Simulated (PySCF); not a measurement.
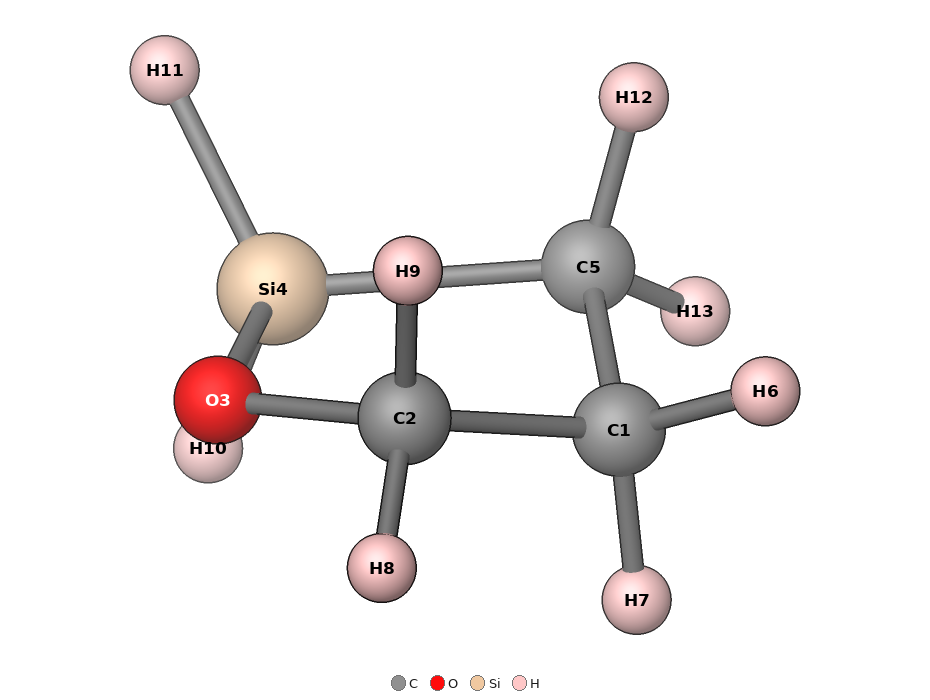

Atoms fade into the background with distance from the viewer. The geometry was computed by an optimisation with GFN2-xTB. No frequency run is at hand to confirm it as a minimum.

Question: What is the conformation of the ring C1–C2–O3–Si4–C5?

Answer: It is an envelope, with C1 as the flap. The Cremer–Pople amplitude Q is 0.36 Å.

Question: Give the torsion angles round the ring, beginning with the bond from its second to its third atom.

Answer: −26°, 4°, 18°, −33°, 39°.
